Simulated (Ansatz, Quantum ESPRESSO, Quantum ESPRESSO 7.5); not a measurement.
# Ballistic transmission: Cu(111) with one reversed stacking step (an intrinsic fault)

Wanted: the transmission near the Fermi level and the conductance of this junction: Cu(111) with one reversed stacking step (an intrinsic fault).

Main program and level: Quantum ESPRESSO 7.5; plane-wave DFT, PBE, GBRV ultrasoft pseudopotentials (cross-check by Ansatz 0.2.0 with PAW datasets).

**1. The starting structure**

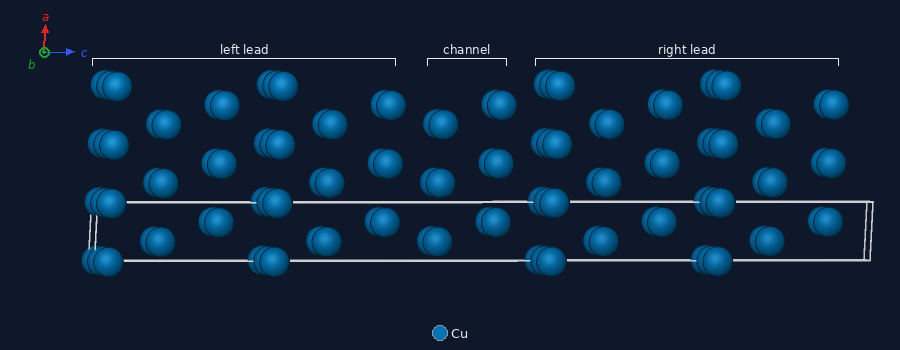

The cell as given, from the side, with the c axis across the page (copper blue). 3×2×1 cells are drawn. Some periodic images of atoms are drawn too.

The cell holds 14 atoms: 14 Cu. Its edges and angles: a = 2.574 Å, b = 2.574 Å, c = 29.422 Å, α = 90.0°, β = 90.0°, γ = 60.0°. It derives from Cu. Regions: left lead, 6 atoms (6 Cu); channel, 2 atoms (2 Cu); right lead, 6 atoms (6 Cu). The structure is stacked along c, and the current runs across the ab planes.

**2. Self-consistent run**

One periodic cell holds a stretch of lead, the junction and more lead; the atoms stay as built.

Input file scf.in:

```
&control
  prefix = 'scf'
  outdir = './out'
  pseudo_dir = './pseudo'
  calculation = 'scf'
  tprnfor = .true.
/
&system
  ibrav = 0
  nat = 14
  ntyp = 1
  ecutwfc = 40
  ecutrho = 200
  occupations = 'smearing'
  smearing = 'mv'
  degauss = 0.01
/
&electrons
  conv_thr = 1e-07
  mixing_beta = 0.25
  electron_maxstep = 120
  mixing_mode = 'local-TF'
/
ATOMIC_SPECIES
  Cu  63.5460  cu_pbe_v1.2.uspp.F.UPF
CELL_PARAMETERS angstrom
  2.57386868351903 0.00000000000000 0.00000000000000
  1.28693434175952 2.22903566593269 0.00000000000000
  0.00000000000000 0.00000000000000 29.42176971790333
ATOMIC_POSITIONS crystal
  Cu  0.000000000000 0.000000000000 0.000000000000
  Cu  0.333333333000 0.333333333000 0.071428571429
  Cu  0.666666667000 0.666666667000 0.142857142857
  Cu  0.000000000000 0.000000000000 0.214285714286
  Cu  0.333333333000 0.333333333000 0.285714285714
  Cu  0.666666667000 0.666666667000 0.357142857143
  Cu  0.333333333000 0.333333333000 0.428571428571
  Cu  0.666666667000 0.666666667000 0.500000000000
  Cu  0.000000000000 0.000000000000 0.571428571429
  Cu  0.333333333000 0.333333333000 0.642857142857
  Cu  0.666666667000 0.666666667000 0.714285714286
  Cu  0.000000000000 0.000000000000 0.785714285714
  Cu  0.333333333000 0.333333333000 0.857142857143
  Cu  0.666666667000 0.666666667000 0.928571428571
K_POINTS automatic
  11 11 1 0 0 0
```

Command:

```
OMP_NUM_THREADS=1 mpirun -n 8 pw.x -nk 8 -in scf.in > scf.out
```

The log of the run:

```text
Program PWSCF v.7.5 starts
[citation notice left out]

     Parallel version (MPI & OpenMP), running on       8 processor cores
     Number of MPI processes:                 8
     Threads/MPI process:                     1

     MPI processes distributed on     1 nodes
[...]
Current dimensions of program PWSCF are:
     Max number of different atomic species (ntypx) = 10
     Max number of k-points (npk) =  40000
     Max angular momentum in pseudopotentials (lmaxx) =  4
     Message from routine setup:
     using ibrav=0 with symmetry is DISCOURAGED, use correct ibrav instead

     K-points division:     npool     =       8
     Subspace diagonalization in iterative solution of the eigenvalue problem:
     a serial algorithm will be used

     G-vector sticks info
     --------------------
     sticks:   dense  smooth     PW     G-vecs:    dense   smooth      PW
     Sum         313     253     85                54095    38839    7473

     Using Slab Decomposition

     bravais-lattice index     =            0
     lattice parameter (alat)  =       4.8639  a.u.
     unit-cell volume          =    1139.1182 (a.u.)^3
     number of atoms/cell      =           14
     number of atomic types    =            1
     number of electrons       =       266.00
     number of Kohn-Sham states=          160
     kinetic-energy cutoff     =      40.0000  Ry
     charge density cutoff     =     200.0000  Ry
     scf convergence threshold =      1.0E-07
     mixing beta               =       0.2500
     number of iterations used =            8  local-TF  mixing
     Exchange-correlation= SLA  PW   PBE  PBE
                           (   1   4   3   4   0   0   0)

     celldm(1)=   4.863907  celldm(2)=   0.000000  celldm(3)=   0.000000
     celldm(4)=   0.000000  celldm(5)=   0.000000  celldm(6)=   0.000000

     crystal axes: (cart. coord. in units of alat)
               a(1) = (   1.000000   0.000000   0.000000 )
               a(2) = (   0.500000   0.866025   0.000000 )
               a(3) = (   0.000000   0.000000  11.430952 )

     reciprocal axes: (cart. coord. in units 2 pi/alat)
               b(1) = (  1.000000 -0.577350  0.000000 )
               b(2) = (  0.000000  1.154701  0.000000 )
               b(3) = (  0.000000  0.000000  0.087482 )

     PseudoPot. # 1 for Cu read from file:
     ./pseudo/cu_pbe_v1.2.uspp.F.UPF
     Pseudo is Ultrasoft + core correction, Zval = 19.0
     Generated by new atomic code, or converted to UPF format
     Using radial grid of  867 points,  6 beta functions with:
                l(1) =   0
                l(2) =   0
                l(3) =   1
                l(4) =   1
                l(5) =   2
                l(6) =   2
     Q(r) pseudized with  8 coefficients,  rinner =    1.150   1.150   1.150
                                                       1.150   1.150

     atomic species   valence    mass     pseudopotential
     Cu               19.00    63.54600     Cu( 1.00)

      6 Sym. Ops. (no inversion) found

   Cartesian axes

     site n.     atom                  positions (alat units)
         1        Cu     tau(   1) = (   0.0000000   0.0000000   0.0000000  )
         2        Cu     tau(   2) = (   0.5000000   0.2886751   0.8164966  )
         3        Cu     tau(   3) = (   1.0000000   0.5773503   1.6329932  )
         4        Cu     tau(   4) = (   0.0000000   0.0000000   2.4494897  )
         5        Cu     tau(   5) = (   0.5000000   0.2886751   3.2659863  )
         6        Cu     tau(   6) = (   1.0000000   0.5773503   4.0824829  )
         7        Cu     tau(   7) = (   0.5000000   0.2886751   4.8989795  )
         8        Cu     tau(   8) = (   1.0000000   0.5773503   5.7154761  )
         9        Cu     tau(   9) = (   0.0000000   0.0000000   6.5319726  )
        10        Cu     tau(  10) = (   0.5000000   0.2886751   7.3484692  )
        11        Cu     tau(  11) = (   1.0000000   0.5773503   8.1649658  )
        12        Cu     tau(  12) = (   0.0000000   0.0000000   8.9814624  )
        13        Cu     tau(  13) = (   0.5000000   0.2886751   9.7979590  )
        14        Cu     tau(  14) = (   1.0000000   0.5773503  10.6144556  )

     number of k points=    16  Marzari-Vanderbilt smearing, width (Ry)=  0.0100
                       cart. coord. in units 2pi/alat
        k(    1) = (   0.0000000   0.0000000   0.0000000), wk =   0.0165289
        k(    2) = (   0.0000000   0.1049728   0.0000000), wk =   0.0991736
        k(    3) = (   0.0000000   0.2099456   0.0000000), wk =   0.0991736
        k(    4) = (   0.0000000   0.3149183   0.0000000), wk =   0.0991736
        k(    5) = (   0.0000000   0.4198911   0.0000000), wk =   0.0991736
        k(    6) = (   0.0000000   0.5248639   0.0000000), wk =   0.0991736
        k(    7) = (   0.0909091   0.1574592   0.0000000), wk =   0.0991736
        k(    8) = (   0.0909091   0.2624319   0.0000000), wk =   0.1983471
        k(    9) = (   0.0909091   0.3674047   0.0000000), wk =   0.1983471
        k(   10) = (   0.0909091   0.4723775   0.0000000), wk =   0.1983471
[...]
k(   16) = (   0.2727273  -0.5773503   0.0000000), wk =   0.0991736

     Dense  grid:    54095 G-vectors     FFT dimensions: (  24,  24, 256)

     Smooth grid:    38839 G-vectors     FFT dimensions: (  20,  20, 225)

     Estimated max dynamical RAM per process >     164.57 MB

     Estimated total dynamical RAM >       1.20 GB

     Check: negative core charge=   -0.000002

     Initial potential from superposition of free atoms

     starting charge     252.0000, renormalised to     266.0000
     Starting wfcs are  182 randomized atomic wfcs

     total cpu time spent up to now is        1.5 secs

     per-process dynamical memory:   103.3 Mb

     Self-consistent Calculation

     iteration #  1     ecut=    40.00 Ry     beta= 0.25
     Davidson diagonalization with overlap
     ethr =  1.00E-02,  avg # of iterations =  3.1

     total cpu time spent up to now is        6.6 secs

     total energy              =   -5652.27358954 Ry
     estimated scf accuracy    <      72.11746240 Ry

     iteration #  2     ecut=    40.00 Ry     beta= 0.25
[...]
total energy              =   -5649.17409914 Ry
     estimated scf accuracy    <      17.07796269 Ry

     iteration #  3     ecut=    40.00 Ry     beta= 0.25
[...]
total energy              =   -5652.91396116 Ry
     estimated scf accuracy    <       0.28042736 Ry

[...]
-54.1857 -54.1856 -54.1848 -54.1832 -54.1820 -54.1791 -54.1778 -54.1735
     7.4152   7.5858   7.5915   8.0945   8.0997   8.8941   8.8976   9.8547
     9.8821  10.7033  10.7582  11.1228  11.1618  11.2287  12.0639  12.1086
    12.1496  12.2135  12.2328  12.2815  12.2911  12.2982  12.3190  12.3817
    12.4215  12.4430  12.4935  12.4985  12.5215  12.6196  12.6518  12.6687
    12.7336  12.7553  12.7865  12.8039  12.8676  12.8741  12.8754  12.8950
    12.8984  12.9074  12.9454  12.9849  13.0184  13.0242  13.0275  13.0458
    13.0538  13.0605  13.0926  13.0981  13.1611  13.1648  13.1960  13.2050
    13.2305  13.2309  13.2447  13.3149  13.3690  13.4322  13.4520  13.5056
    13.5428  13.5446  13.6216  13.6853  13.6926  13.6939  13.7824  13.9068
    13.9258  13.9789  14.0073  14.0454  14.0615  14.1075  14.3940  14.7773
    15.0388  16.0137  16.1169  17.0963  19.6361  21.1779  21.2037  23.9003
    23.9352  27.0349  27.0554  28.9013  29.0429  29.1020  29.5294  29.5547
    30.3613  30.3881  30.4818  30.6635  31.5427  31.5900  32.7068  32.8820

          k = 0.0000 0.3149 0.0000 (  4852 PWs)   bands (ev):

   -96.8392 -96.8392 -96.8357 -96.8356 -96.8342 -96.8330 -96.8317 -96.8309
   -96.8307 -96.8299 -96.8282 -96.8267 -96.8233 -96.8192 -54.2584 -54.2574
   -54.2534 -54.2511 -54.2507 -54.2489 -54.2462 -54.2451 -54.2402 -54.2370
   -54.2347 -54.2330 -54.2325 -54.2296 -54.2261 -54.2251 -54.2247 -54.2207
   -54.2152 -54.2103 -54.2102 -54.2101 -54.2070 -54.2061 -54.2050 -54.2028
   -54.2009 -54.2000 -54.1980 -54.1974 -54.1971 -54.1948 -54.1936 -54.1930
   -54.1900 -54.1899 -54.1876 -54.1875 -54.1871 -54.1831 -54.1822 -54.1776
     8.6050   8.7430   8.7692   9.1750   9.2078   9.8424   9.8500  10.5227
    10.6460  11.0648  11.3241  11.3887  11.5481  11.6164  11.7508  11.7774
    11.8183  11.8908  11.9208  12.0086  12.0546  12.1702  12.2322  12.2612
    12.3017  12.3620  12.3790  12.4069  12.4621  12.4737  12.5718  12.6658
    12.7290  12.7726  12.8034  12.8575  12.8615  12.8672  12.8808  12.8871
    12.9359  12.9518  12.9924  12.9938  13.0746  13.0905  13.0968  13.1371
    13.2499  13.2951  13.3165  13.3811  13.4476  13.4553  13.4618  13.4810
    13.5085  13.5200  13.5315  13.5526  13.5621  13.5798  13.5992  13.6392
    13.6834  13.6887  13.7091  13.7624  13.7985  13.8220  13.8562  13.8754
    13.9825  14.0420  14.0992  14.1279  14.2443  14.3481  14.9113  15.5166
    15.9264  17.1793  17.3992  18.8118  20.1402  22.0209  22.0866  24.3411
    24.8347  24.9650  25.1145  25.5537  25.5966  25.7916  26.4323  26.5661
    27.5582  27.7321  27.9609  28.3243  29.0231  29.2637  30.5756  30.7722

          k = 0.0000 0.4199 0.0000 (  4858 PWs)   bands (ev):

   -96.8362 -96.8362 -96.8331 -96.8331 -96.8313 -96.8306 -96.8296 -96.8289
   -96.8288 -96.8282 -96.8268 -96.8256 -96.8209 -96.8178 -54.2671 -54.2670
   -54.2649 -54.2641 -54.2624 -54.2600 -54.2594 -54.2563 -54.2550 -54.2535
   -54.2521 -54.2499 -54.2468 -54.2422 -54.2363 -54.2347 -54.2267 -54.2212
   -54.2176 -54.2160 -54.2159 -54.2119 -54.2107 -54.2104 -54.2083 -54.2071
   -54.2060 -54.2059 -54.2035 -54.2017 -54.2011 -54.1995 -54.1973 -54.1962
   -54.1946 -54.1940 -54.1939 -54.1915 -54.1896 -54.1877 -54.1864 -54.1827
     9.9501   9.9746  10.1013  10.1915  10.3520  10.5645  10.6050  10.8270
    11.0154  11.0416  11.2638  11.4195  11.4786  11.5123  11.5456  11.5794
    11.6372  11.6755  11.7190  11.8291  11.8701  12.0194  12.1043  12.2936
    12.3779  12.5411  12.5619  12.6307  12.6911  12.7091  12.7223  12.7477
    12.7657  12.7698  12.7886  12.8099  12.8520  12.8552  12.9201  12.9673
    13.0274  13.0291  13.1440  13.1558  13.2635  13.2965  13.4280  13.5015
    13.5081  13.6835  13.7182  13.7197  13.8006  13.8046  13.8465  13.8500
    13.8667  13.8763  13.8911  13.8997  13.9164  13.9209  13.9370  13.9376
    13.9559  13.9667  13.9750  13.9802  14.0057  14.0279  14.0613  14.0670
    14.1151  14.1301  14.1351  14.1502  14.5966  14.9386  15.6759  16.4380
    17.1092  18.2420  18.8891  20.0633  20.9477  21.0608  21.2622  21.5558
    22.0896  22.5579  22.8935  23.4692  23.6542  24.0469  24.2902  24.6104
    25.4114  25.8518  26.2325  26.8789  27.1290  27.6189  28.6567  29.1493

          k = 0.0000 0.5249 0.0000 (  4870 PWs)   bands (ev):

   -96.8343 -96.8343 -96.8318 -96.8318 -96.8294 -96.8291 -96.8283 -96.8277
   -96.8277 -96.8272 -96.8261 -96.8252 -96.8193 -96.8171 -54.2783 -54.2780
   -54.2739 -54.2725 -54.2723 -54.2704 -54.2681 -54.2673 -54.2652 -54.2645
   -54.2622 -54.2612 -54.2600 -54.2529 -54.2254 -54.2235 -54.2202 -54.2194
   -54.2193 -54.2168 -54.2152 -54.2151 -54.2135 -54.2131 -54.2123 -54.2117
   -54.2105 -54.2086 -54.2071 -54.2038 -54.2031 -54.2028 -54.2015 -54.1996
   -54.1975 -54.1964 -54.1954 -54.1940 -54.1925 -54.1902 -54.1889 -54.1869
    10.6352  10.6742  10.7566  10.8160  10.8950  10.9215  10.9547  10.9811
    11.0341  11.0619  11.1094  11.2680  11.2961  11.3777  11.4140  11.4224
    11.4755  11.5602  11.6206  11.7688  11.7858  11.9757  12.0725  12.3145
    12.4008  12.5536  12.6256  12.6745  12.6886  12.6944  12.7378  12.7446
    12.7604  12.7650  12.8387  12.9110  12.9450  13.0492  13.1121  13.1705
    13.1831  13.2101  13.2513  13.4843  13.5160  13.5831  13.6803  13.7926
    13.7993  13.8350  13.9277  13.9824  14.0139  14.0515  14.0529  14.0577
    14.0608  14.0617  14.0709  14.0791  14.0888  14.1063  14.1104  14.1248
    14.1382  14.1443  14.1498  14.1579  14.1874  14.2055  14.4447  14.8010
    15.0735  15.2628  15.4106  15.6106  15.8176  16.2948  16.3228  17.1878
    17.2925  17.8316  17.8841  18.0476  19.4977  19.6471  19.9660  20.2164
    20.9951  21.3502  21.4432  22.3084  22.8786  23.2158  23.3217  23.9715
    24.1818  24.7464  25.4443  25.9608  26.2948  26.7151  27.5638  28.0954

[...]
the Fermi energy is    15.6780 ev

!    total energy              =   -5652.95674506 Ry
     estimated scf accuracy    <          8.3E-09 Ry
     smearing contrib. (-TS)   =       0.00021241 Ry
     internal energy E=F+TS    =   -5652.95695747 Ry

     The total energy is F=E-TS. E is the sum of the following terms:
     one-electron contribution =   -3796.26466890 Ry
     hartree contribution      =    2055.26948445 Ry
     xc contribution           =    -543.28914716 Ry
     ewald contribution        =   -3368.67262586 Ry

     convergence has been achieved in  14 iterations

     Forces acting on atoms (cartesian axes, Ry/au):

     atom    1 type  1   force =     0.00000000    0.00000000   -0.00002568
     atom    2 type  1   force =     0.00000000    0.00000000   -0.00001883
     atom    3 type  1   force =     0.00000000    0.00000000   -0.00013262
     atom    4 type  1   force =     0.00000000    0.00000000    0.00000014
     atom    5 type  1   force =     0.00000000    0.00000000   -0.00048059
     atom    6 type  1   force =     0.00000000    0.00000000   -0.00064057
     atom    7 type  1   force =     0.00000000    0.00000000    0.00065548
     atom    8 type  1   force =     0.00000000    0.00000000    0.00050509
     atom    9 type  1   force =     0.00000000    0.00000000    0.00001062
     atom   10 type  1   force =     0.00000000    0.00000000    0.00012314
     atom   11 type  1   force =     0.00000000    0.00000000    0.00001002
     atom   12 type  1   force =     0.00000000    0.00000000    0.00001613
     atom   13 type  1   force =     0.00000000    0.00000000   -0.00000487
     atom   14 type  1   force =     0.00000000    0.00000000   -0.00001745

     Total force =     0.001166     Total SCF correction =     0.000433
     SCF correction compared to forces is large: reduce conv_thr to get better values

[...]
=------------------------------------------------------------------------------=
   JOB DONE.
=------------------------------------------------------------------------------=
```

Run time: 63 s. Hardware: 8 MPI ranks of Arm Neoverse V2, shared host; peak memory 1.6 GiB; 8.4 min of CPU time.

Read from the output:

| Item | Value |
| --- | --- |
| free energy | -76912.3947 eV |
| Fermi energy | 15.68 eV |

The run needed 14 iterations to bring the estimated error under 1e-07 Ry; the largest force on any atom, held or free, is 0.02 eV/Å.

(Part 1 of 3 ends here.)

[Logs are printed without paths, hosts, clocks, repeated set-up lines and the standing remarks that a program may print on its own settings, such as how far it seeks lower states.]

[Hosts, paths, dates, database ids (printed as entryN), source tags and the programs' standing remarks are cut or masked in the printed files.]

[Maps of the electrostatic potential energy from Ansatz leave out the sawtooth potential of an applied field or a dipole correction, so their vacuum need not be flat; planar profiles and work functions include it.]
